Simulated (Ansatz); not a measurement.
System: Ta2Au3.

Input

```
crystal:
  lattice:
    - [4.9542115499, 0.0, 0.0]
    - [0.0, 4.9542115499, 0.0]
    - [0.0, 0.0, 4.9542115499]
  atoms:
    - { symbol: Ta, position: [0.5, 0.5, 0.5] }
    - { symbol: Ta, position: [0.0, 0.0, 0.0] }
    - { symbol: Au, position: [0.0, 0.5, 0.5] }
    - { symbol: Au, position: [0.5, 0.0, 0.5] }
    - { symbol: Au, position: [0.5, 0.5, 0.0] }
basis:
  ecutwfc: 420
kpoints:
  mp_grid: { grid: [8, 8, 8] }
  band_path:
    path:
      - [[0.0, 0.0, 0.0], [0.0, 0.5, 0.0], [0.5, 0.5, 0.0], [0.0, 0.0, 0.0], [0.5, 0.5, 0.5], [0.0, 0.5, 0.0]]
      - [[0.5, 0.5, 0.5], [0.5, 0.5, 0.0]]
    npoints: 14
hamiltonian:
  xc: pbe
scf:
  occupations: { method: gaussian, width: 0.1 }
  n_extra_bands: 12
output:
  forces: true
  stress: true
  eigenvalues: true
  populations: true
  dos: { projected: true, de: 0.02, nscf_kmesh: { grid: [10, 10, 10] } }
  bader: true
  write_density: true
  write_potential: true
  elf: true
  volumetric_format: npy
```

Launched as:

```sh
ansatz run input.yaml --threads 1 --pin off --max-ram 2048MiB --backend cpu --events-out ev --progress --plain --runs-dir out
```

Below, planes, directions and counts refer to the conventional cell (a = 4.95 Å, b = 4.95 Å, c = 4.95 Å, α = 90.00°, β = 90.00°, γ = 90.00°).

Space group Pm-3m; a structure generated by program, which may or may not match a known phase; computed without spin polarisation.

The calculation used DFT PBE, scalar-relativistic, plane waves, PAW (Ansatz).

Question: Predict the valence pseudo-density and electron localisation function between the atoms.

Answer: Ta–Au (2.48 Å): ρ at the midpoint is about 0.64 e/Å³; the ELF is about 0.35 at the midpoint.
Bader's partition of the density gives Ta +1.12 to +1.43 and Au −0.85 e.

Question: How much charge does the calculation move between the atoms?

Answer: Electrons move from Ta towards Au. Bader charges: Ta +1.12 to +1.43 and Au −0.85 e.

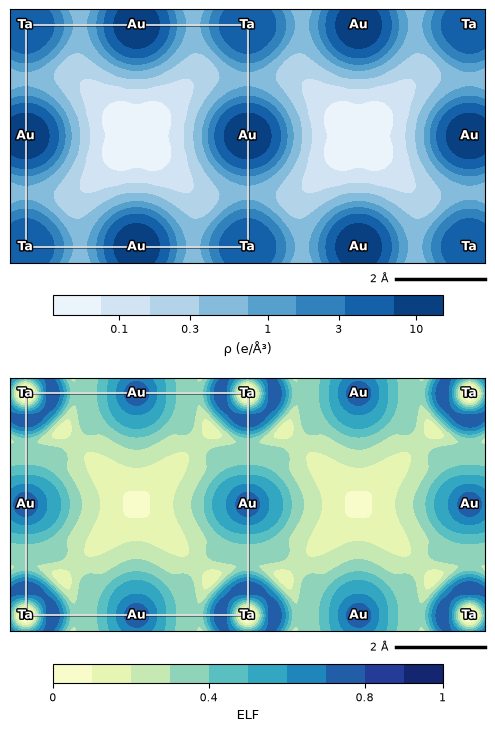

Computed valence pseudo-density and electron localisation function on the (100) plane of the conventional cell, in this order. 

Core electrons are frozen (PAW), and the valence fields are smoothed inside the atomic spheres.
